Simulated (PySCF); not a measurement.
C2H9PSi

```yaml
atoms:
  - { symbol: C, position_ang: [-1.9807, 0.2492, -0.4787] }
  - { symbol: C, position_ang: [-0.5428, 0.7151, -0.2969] }
  - { symbol: Si, position_ang: [0.6513, -0.7150, 0.0932] }
  - { symbol: P, position_ang: [2.7224, 0.1473, 0.0796] }
  - { symbol: H, position_ang: [-2.6370, 1.0876, -0.7062] }
  - { symbol: H, position_ang: [-2.0481, -0.4672, -1.2936] }
  - { symbol: H, position_ang: [-2.3464, -0.2336, 0.4242] }
  - { symbol: H, position_ang: [-0.5050, 1.4595, 0.5014] }
  - { symbol: H, position_ang: [-0.2121, 1.2237, -1.2051] }
  - { symbol: H, position_ang: [0.2869, -1.3465, 1.3715] }
  - { symbol: H, position_ang: [0.6043, -1.7446, -0.9526] }
  - { symbol: H, position_ang: [3.3367, -1.0188, 0.4935] }
  - { symbol: H, position_ang: [2.6661, 0.6437, 1.3683] }
```

Geometry: GFN2-xTB.

The calculation used PBE0/def2-SVPD, SCF density, gas phase (PySCF 2.14.0).

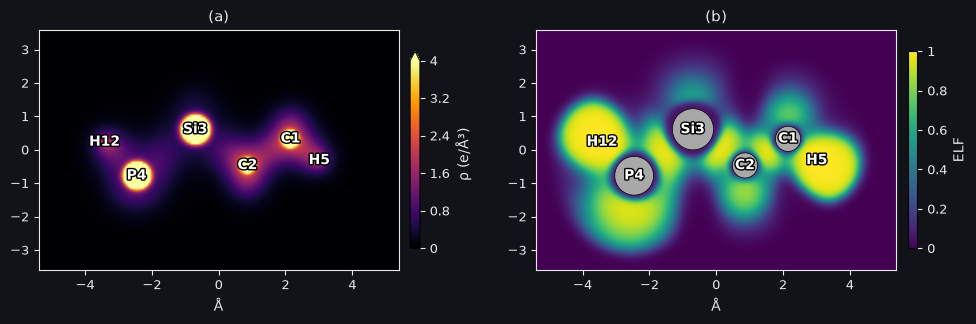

Figure 1. (a) electron density; (b) electron localisation function on the plane of atoms Si3, P4 and H12. Grey discs cover the atomic cores in the ELF map.

Describe what can be read from this map.

Answer. The plane passes through C, Si, P and H nuclei. C–C (1.52 Å): ρ at the midpoint is about 1.6 e/Å³; the ELF peaks at about 0.95 between the atoms, as expected for a covalent bond. C–Si (1.90 Å): ρ is about 0.93 e/Å³ halfway; the ELF peaks at about 0.95 between the atoms: localised, covalent bonding. Si–P (2.24 Å): ρ is about 0.74 e/Å³ halfway; the ELF peaks at about 0.95 between the atoms: a covalent bond. C–H (1.09 Å): ρ is about 1.9 e/Å³ halfway; the ELF climbs to about 1 towards the hydrogen, as it does in any bond to H: a covalent bond by its length. P–H (1.38 Å): the density is about 1.1 e/Å³ at the midpoint; the ELF climbs to about 1 towards the hydrogen. The ELF also peaks beside P4, away from the bonds: lone-pair regions.

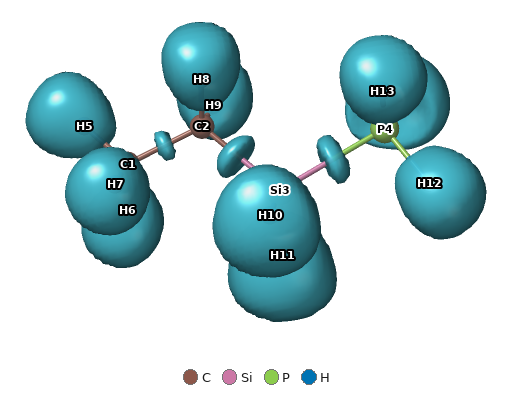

Figure 2. Isosurface of the ELF at 0.9 (cyan), seen at an oblique angle. Only the valence region is drawn (cores and ρ < 0.01 e/Å³ removed).

Describe the localisation domains.

Answer. At this value the surface marks out one region between bonded C–C atoms (shared pairs), one region between bonded C–Si atoms (shared pairs), one region between bonded P–Si atoms (shared pairs), nine regions around hydrogen nuclei and one lobe on P, pointing away from the bonds (lone pairs).

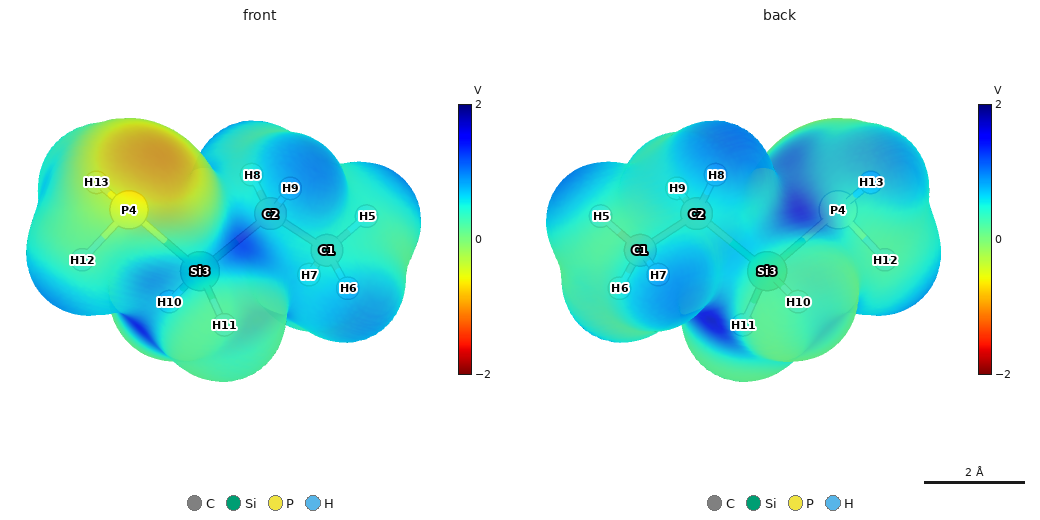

Figure 3. The electrostatic potential painted on the density surface at 0.004 e/bohr³, seen from the front and from behind; red is negative and blue positive.

Describe the electrostatic potential map.

Answer. The most negative region (about −0.9 V) lies over P4, the most positive (about +1.5 V) over Si3.

How polar is the molecule by this calculation?

Answer. Its dipole moment is 0.97 D.
